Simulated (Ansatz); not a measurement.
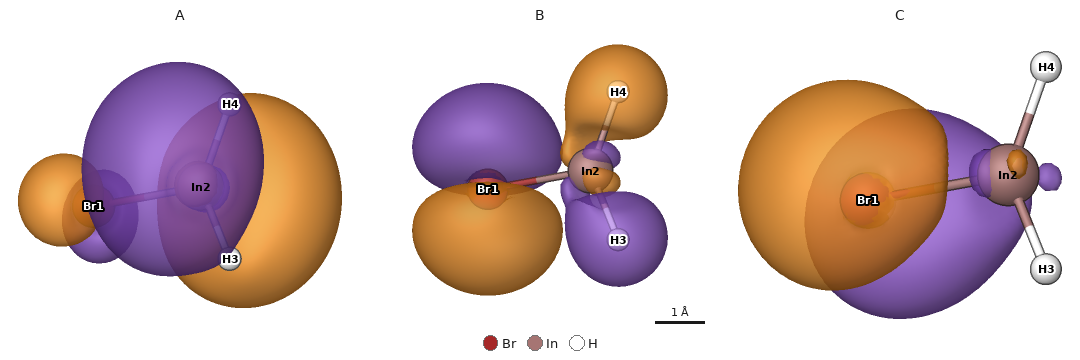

*BrH₂In (SMILES [Br][InH2]). Three frontier orbitals at ±0.06 Å⁻³ᐟ² (orange and purple are the two phases), in no order.*

Geometry: PBE0-D4/def2-SVP; core potentials replace the inner electrons of In.

Level of theory: isolated molecule in a Gaussian basis; Kohn-Sham density functional theory, functional PBE0 (Ansatz 0.2.0).

### Order the three orbitals by energy and name them.

C is the HOMO−1 (−8.21 eV). By Hirshfeld shares it lies mainly on Br1 (about 90 %) and In2 (about 10 %); it changes sign across the molecular plane (π type). B is the HOMO (−7.84 eV). It lies mainly on Br1 (about 80 %) and In2 (about 10 %); it is symmetric in the molecular plane (an in-plane orbital: σ, lone-pair or in-plane π type); largely a lone pair of Br1. A is the LUMO (−2.08 eV). By Hirshfeld shares it lies mainly on In2 (about 85 %) and Br1 (about 10 %); it changes sign across the molecular plane (π type).

### What is the HOMO–LUMO gap?

5.76 eV between the orbital energies.
